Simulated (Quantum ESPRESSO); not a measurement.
Effort and miss along a sweep of ecutwfc: CrFeO3 (R-3, 10 atoms in the cell)

Cell: a = 5.5002 Å, b = 5.5002 Å, c = 5.5002 Å, α = 54.97°, β = 54.97°, γ = 54.97°.

Method of the run: PBEsol, GBRV 1.5 ultrasoft (PBESOL) pseudopotentials (plane waves; Quantum ESPRESSO).

Base settings: ecutwfc = 50 Ry; ecutrho = 400 Ry; occupations = smearing; smearing = gauss; degauss = 0.0099958 Ry; nspin = 2; K_POINTS = automatic 3 3 3 0 0 0; conv_thr = 1e-11 Ry; mixing_beta = 0.3.

Misses are taken against the tightest run, 65 Ry (ecutrho: 400 Ry → 520 Ry), which need not be fully converged itself. The energy is the free energy per atom.

The count of work is k-points × plane waves × bands × iterations; it is no time, and leaves out set-up, grids and terms that scale otherwise. Core times come from one kind of shared machine and are given to one figure; runs under 30 s give none.

The starting cell comes from a database of published, mostly measured structures (it also holds non-ambient and calculated ones), without a prior relaxation at this level. The magnetic order is the one reached from the typed start; others were not searched systematically. In the base run, with a pressure of about -14 GPa the cell is away from its equilibrium volume at this level. In the base run, forces exceed 1 eV/Å. Without a gap this mesh is coarse (it stands for a supercell whose shortest vector is 15 Å).

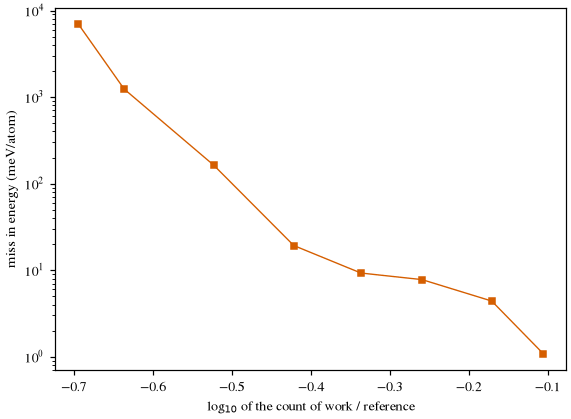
Figure. Miss against the count of work; the reference run is not drawn, and misses under 0.1 meV/atom are drawn there.

```csv
ecutwfc,energy less reference (meV/atom),pressure less reference (GPa),largest difference in the force on any atom (eV/Å),count of work / reference,core time / reference (rough)
20 Ry (ecutrho: 400 Ry → 160 Ry),6954.48,-473.88,2.446,0.20,0.2
25 Ry (ecutrho: 400 Ry → 200 Ry),1236.31,-115.67,0.260,0.23,0.2
30 Ry (ecutrho: 400 Ry → 240 Ry),162.99,-21.39,0.111,0.30,0.3
35 Ry (ecutrho: 400 Ry → 280 Ry),19.25,-2.28,0.012,0.38,0.3
40 Ry (ecutrho: 400 Ry → 320 Ry),9.26,0.08,0.005,0.46,0.5
45 Ry (ecutrho: 400 Ry → 360 Ry),7.77,-0.16,0.002,0.55,0.5
50 Ry,4.39,-0.27,0.002,0.67,0.6
57 Ry (ecutrho: 400 Ry → 456 Ry),1.08,-0.07,0.001,0.78,0.7
65 Ry (ecutrho: 400 Ry → 520 Ry),0.00,0.00,0.000,1.0,1
```

Coarsest setting among those run that, with all tighter ones, holds the energy within 5 meV/atom of the reference: 50 Ry, off by 4.4 meV/atom; its saving against the reference is no more than about a factor of 2 in the count of work.

The step from 20 Ry (ecutrho: 400 Ry → 160 Ry) to 40 Ry (ecutrho: 400 Ry → 320 Ry): it takes the miss in the energy from 7000 to 9.3 meV/atom, for 2.3 times the count of work and roughly 3 times the time.
